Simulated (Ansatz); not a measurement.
**CH4AlO (doublet): density, localisation and related maps**

Input

```
crystal:
  periodic: [false, false, false]
  atoms:
    - {symbol: C, position_ang: [-0.549838, 0.608236, 0.140454]}
    - {symbol: Al, position_ang: [0.911466, -0.633583, 0.287625]}
    - {symbol: O, position_ang: [0.946904, -1.808360, 1.512702]}
    - {symbol: H, position_ang: [-0.605313, 1.375490, -0.630793]}
    - {symbol: H, position_ang: [-1.414715, 0.639209, 0.801629]}
    - {symbol: H, position_ang: [0.266360, -1.913754, 2.174632]}
    - {symbol: H, position_ang: [2.138125, -0.631733, -0.703285]}
basis:
  gaussian: {orbitals: def2-TZVPP}
magnetization: {spin_polarized: true, initial_magnetization: 1}
hamiltonian: {xc: pbe0, dispersion: d4}
output: {orbitals: {seedname: orbitals}}
```

Run with:

```sh
ansatz run in.yaml --threads 2 --pin off --events-out ev --progress --plain --max-ram 4352MiB
```

Geometry: PBE0-D4/def2-TZVP.

All numbers below come from Ansatz, UKS PBE0-D4/def2-TZVPP.

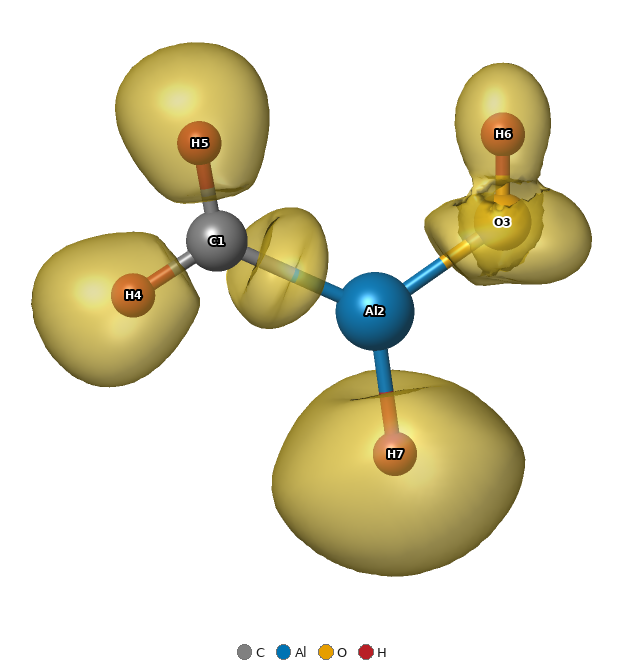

Figure 1. Isosurface of the ELF at 0.8 (yellow), seen at a tilt. Core shells and regions of very low density are left out.

Describe the localisation domains.

The ELF exceeds this value in one region between bonded Al–C atoms (shared pairs), three regions around hydrogen nuclei and one joined region spread over several atoms (H, O), in which their bonds and any lone pairs are merged.


Al–O (1.70 Å): the ELF peaks at about 0.90 in the valence shell of O, 0.6 Å from its nucleus, and is about 0.50 at the midpoint. C–Al (1.92 Å): the ELF peaks at about 0.95 between the atoms: a shared but strongly polarised pair.

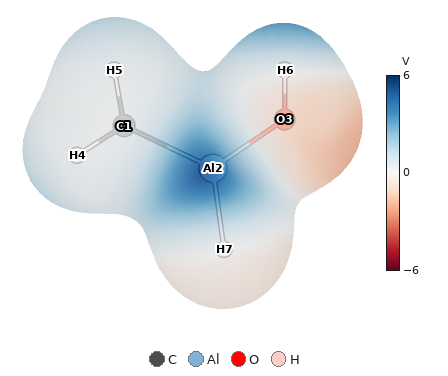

Figure 2. The electrostatic potential painted on the density surface at 0.004 e/bohr³, seen at a tilt; the colour scale runs from red (negative) to blue (positive).

Which sites attract a positive test charge, and which a negative one?

A positive charge is drawn to the negative regions and a negative charge to the positive ones. The most negative region (about −1.8 V, or −42 kcal/mol for a unit charge) lies over O3, the most positive (about +5.0 V, or +115 kcal/mol for a unit charge) over Al2. O3 is the likeliest acceptor of a hydrogen bond.

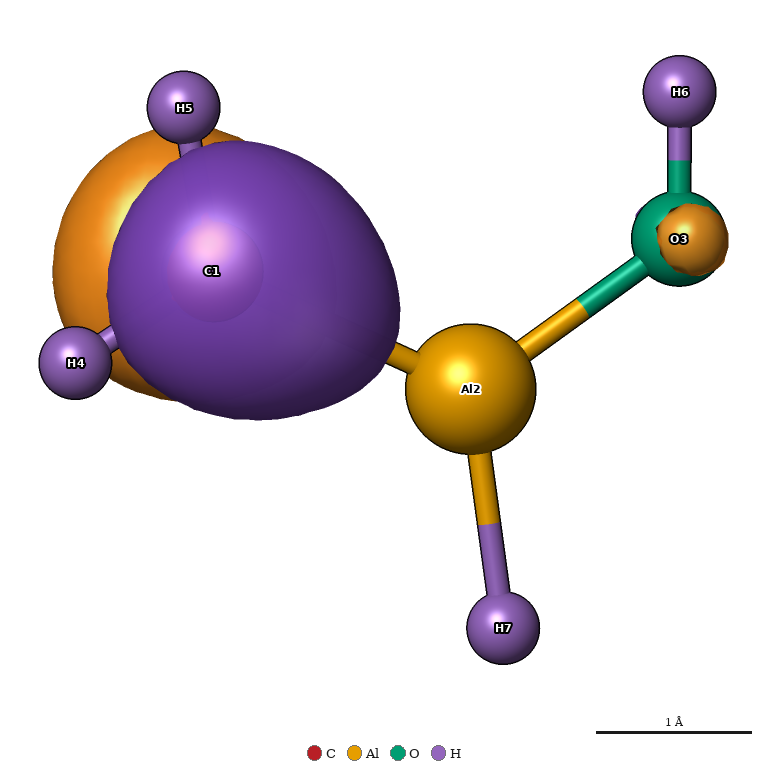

Figure 3. The HOMO (α) at ±0.2 Å⁻³ᐟ² (orange and purple are the two phases), seen at a tilt.

Describe this orbital and give its energy.

It lies mainly on C1 (about 70 %); it changes sign across the molecular plane (π type). Its energy is −7.24 eV.
